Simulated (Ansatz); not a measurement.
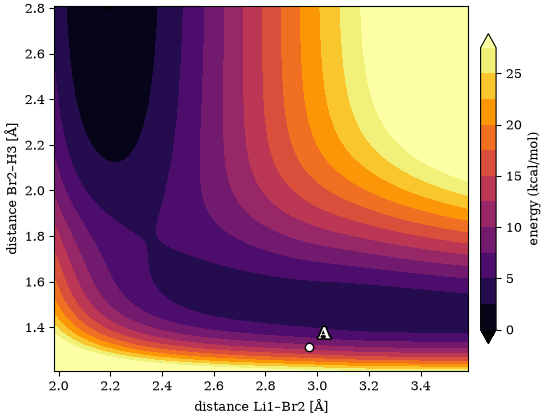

The system Li + BrH, spin multiplicity 2. First axis: distance Li1–Br2. Second axis: distance Br2–H3. Nothing is relaxed (the angle Li1–Br2–H3 is fixed at 180 degrees). Grid: 17 × 17 points. Points are written as (first, second). Energies: kcal/mol, counted from the lowest grid point. Computed with Ansatz, UKS PBE-D4/def2-TZVPD.

The picture shows filled contours, one colour for all values above the top of the scale, the point A. Between grid points the surface is interpolated.

Q: Which way does the force act at A, and how strong is it?

A: A, at (2.967 Å, 1.315 Å), is not a stationary point. The computed force is 5.9 kcal/mol for each Å towards larger values of distance Li1–Br2 and 103 kcal/mol for each Å towards larger values of distance Br2–H3.
